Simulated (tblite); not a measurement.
Energy landscape of H2Si, singlet: map of symmetric stretch and bend. Scanned: Si-H bond length and H-Si-H angle.

Cartesian coordinates as functions of the variables (Å; names that start with a are angles):
```
Si  0  0  0
H  r*sin(a/2)  0  r*cos(a/2)
H  -r*sin(a/2)  0  r*cos(a/2)
```

Level of theory: GFN2-xTB, 300 K electronic temperature in tblite 0.5.0.

Energy in eV above the lowest grid point; x is the Si-H bond length (Å), y the H-Si-H angle (°).

| y \ x | 1.29 | 1.39 | 1.46 | 1.54 | 1.62 | 1.69 | 1.77 | 1.84 | 1.92 | 2 | 2.05 |
|---|---|---|---|---|---|---|---|---|---|---|---|
| 180 | 2.509 | 2.040 | 2.133 | 2.458 | 2.774 | 2.913 | 3.029 | 3.102 | 3.169 | 3.233 | 3.275 |
| 173 | 2.497 | 2.019 | 2.097 | 2.357 | 2.254 | 2.432 | 2.601 | 2.725 | 2.852 | 2.972 | 3.048 |
| 163 | 2.025 | 1.472 | 1.463 | 1.604 | 1.797 | 1.971 | 2.159 | 2.310 | 2.476 | 2.640 | 2.746 |
| 153 | 1.800 | 1.171 | 1.109 | 1.212 | 1.395 | 1.576 | 1.784 | 1.959 | 2.159 | 2.362 | 2.492 |
| 143 | 1.553 | 0.870 | 0.781 | 0.868 | 1.049 | 1.239 | 1.466 | 1.663 | 1.892 | 2.127 | 2.277 |
| 133 | 1.327 | 0.605 | 0.498 | 0.575 | 0.757 | 0.956 | 1.199 | 1.414 | 1.668 | 1.929 | 2.096 |
| 123 | 1.145 | 0.390 | 0.268 | 0.336 | 0.518 | 0.723 | 0.978 | 1.208 | 1.482 | 1.765 | 1.946 |
| 113 | 1.024 | 0.236 | 0.098 | 0.155 | 0.334 | 0.541 | 0.805 | 1.047 | 1.336 | 1.636 | 1.829 |
| 103 | 0.984 | 0.159 | 0.002 | 0.044 | 0.215 | 0.420 | 0.688 | 0.936 | 1.235 | 1.548 | 1.750 |
| 93 | 1.054 | 0.182 | 0.000 | 0.021 | 0.177 | 0.376 | 0.640 | 0.889 | 1.192 | 1.512 | 1.718 |
| 83 | 1.277 | 0.345 | 0.129 | 0.118 | 0.251 | 0.434 | 0.686 | 0.928 | 1.227 | 1.545 | 1.751 |
| 70 | 1.905 | 0.868 | 0.588 | 0.514 | 0.594 | 0.738 | 0.954 | 1.170 | 1.444 | 1.742 | 1.936 |

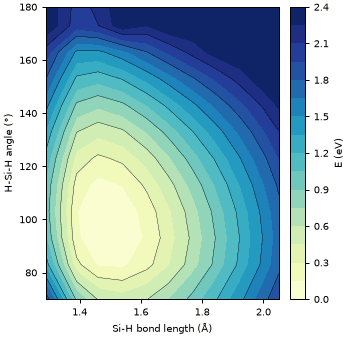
Figure. Energy surface, cut off at 2 eV.

Points that lie below all their neighbours on the grid: x = 1.46, y = 93 (0.000 eV).
